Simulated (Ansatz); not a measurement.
**[NO2]− (nitrite) at CCSD/STO-3G**

What is the energy change on altering one bond length of [NO2]− (nitrite) at CCSD/STO-3G? 

The calculation is run with Ansatz 0.2.0.

12 further runs of the same task are left out: 10 that didn't finish, 2 set aside as unsound or not needed.

## (1) Starting point

[NO2]−: 3 atoms, total charge -1, spin state singlet. SMILES: `O=N[O-]`. The shape is that of a GFN2-xTB optimisation.

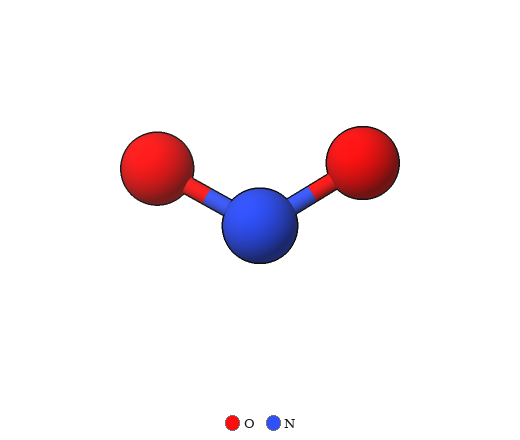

The structure, seen from a chosen angle (oxygen red, nitrogen blue).

## (2) The energy at CCSD/STO-3G

File job.yaml:

```yaml
crystal:
  periodic: [false, false, false]
  atoms:
    - symbol: O
      position_ang: [0.332300, 1.015250, 0.295330]
    - symbol: "N"
      position_ang: [0.330220, -0.248730, 0.154080]
    - symbol: O
      position_ang: [-0.662520, -0.766520, -0.449410]
basis:
  gaussian: {orbitals: STO-3G}
correlation: {method: ccsd, frozen_orbitals: {"N": 1, O: 1}}
accuracy: high
total_charge: -1
scf: {omitted_lower_state_checks: [cluster_reference, increment]}
```

Run with:

```console
$ ansatz run job.yaml --threads 1 --pin off --max-ram 2610MiB --events-out events.jsonl --progress --plain --runs-dir runs
```

The program printed, cut to the lines that bear on the results:

```text
Warning: RAYON_NUM_THREADS=1 ignored (pool sized by the plan → 1); use --threads N
Functional definition: HF
  name "HF"
[...]
252 factors; integrals over basis functions are off by at most 3.8e-8 eV
[...]
mean field -5473.89343165 eV, -201.1618732751 hartree, gradient 1.5e-8 eV, S^2 0.000000; 0 other end points of the search recorded, 0 dependent functions left out; unrestricted orbitals would lower it
3 core orbitals not correlated: weight in the atoms' cores, before any rotation towards them, 1.000 or more for the frozen orbitals, at most 0.000 for the correlated occupied ones
reference -5473.89343165 eV, -201.1618732751 hartree; 9, 9 occupied and 3, 3 virtual orbitals, 252 factors
second order -4.23742663 eV of doubles, -0.00000000 eV of singles
cycle   1  -4.29955080 eV  change   -6.2e-2 eV  update   9.7e-2
[...]
cycle  27  -4.61485040 eV  change   4.1e-11 eV  update  7.4e-11
Total energy: -5478.50828205 eV, -201.3314658991 hartree
Checks for a lower state left out: cluster_reference, increment
```

Wall time 0.18 s (1 thread of Arm Neoverse V1, shared host).

## (3) The distorted shape

File in.yaml:

```yaml
basis:
  gaussian: {orbitals: STO-3G}
crystal:
  periodic: [false, false, false]
  atoms:
    - {symbol: O, position_ang: [0.580462, 1.144686, 0.446189]}
    - {symbol: N, position_ang: [0.578382, -0.119294, 0.304939]}
    - {symbol: O, position_ang: [-0.662520, -0.766520, -0.449410]}
accuracy: high
total_charge: -1
correlation: {method: ccsd, frozen_orbitals: {"N": 1, O: 1}}
scf: {omitted_lower_state_checks: [cluster_reference, increment]}
```

Run with:

```console
$ ansatz run in.yaml --threads 1 --pin off --max-ram 2610MiB --events-out events.jsonl --progress --plain --runs-dir runs
```

The program printed, cut to the lines that bear on the results:

```text
Warning: RAYON_NUM_THREADS=1 ignored (pool sized by the plan → 1); use --threads N
[... 2 set-up lines as earlier in the session ...]
[...]
250 factors; integrals over basis functions are off by at most 3.4e-8 eV
[...]
mean field -5472.39867068 eV, -201.1069418226 hartree, gradient 1.1e-8 eV, S^2 0.000000; 5 other end points of the search recorded, 0 dependent functions left out; unrestricted orbitals would lower it
3 core orbitals not correlated: weight in the atoms' cores, before any rotation towards them, 1.000 or more for the frozen orbitals, at most 0.000 for the correlated occupied ones
reference -5472.39867068 eV, -201.1069418226 hartree; 9, 9 occupied and 3, 3 virtual orbitals, 250 factors
second order -4.27232067 eV of doubles, -0.00000000 eV of singles
cycle   1  -4.55373975 eV  change   -2.8e-1 eV  update   1.3e-1
[...]
cycle  30  -5.47141262 eV  change   2.7e-10 eV  update  6.5e-10
Total energy: -5477.87008330 eV, -201.3080125275 hartree
Checks for a lower state left out: cluster_reference, increment
```

Run time: 0.26 s. Hardware: 1 thread of Arm Neoverse V1, shared host.

## (4) Summary of results

At CCSD/STO-3G, 3 core orbitals frozen:

| quantity | value |
| --- | --- |
| first shape: total energy | -201.33147 Eh |
| first shape: correlation energy (3 core orbitals frozen) | -169.6 mEh |
| first shape: T1 diagnostic | 0.023 |
| distorted shape: total energy | -201.30801 Eh |
| distorted shape: correlation energy (3 core orbitals frozen) | -201.1 mEh |
| distorted shape: T1 diagnostic | 0.072 |
| energy change with the N2–O3 bond stretched from 1.272 to 1.590 Å | 0.638 eV |

With the N2–O3 bond stretched from 1.272 to 1.590 Å the energy rises by 0.64 eV (61.6 kJ/mol). The first shape isn't relaxed at this level, so the change isn't measured from a minimum. The minimal basis adds a large error of its own. The T1 diagnostic (first shape) of 0.023 is above the customary mark for such species, so a single reference may not serve. The restricted solution (first shape) is unstable to spin breaking: an unrestricted one lies lower. The T1 diagnostic (distorted shape) of 0.072 is above the customary mark for such species, so a single reference may not serve. The restricted solution (distorted shape) is unstable to spin breaking: an unrestricted one lies lower.
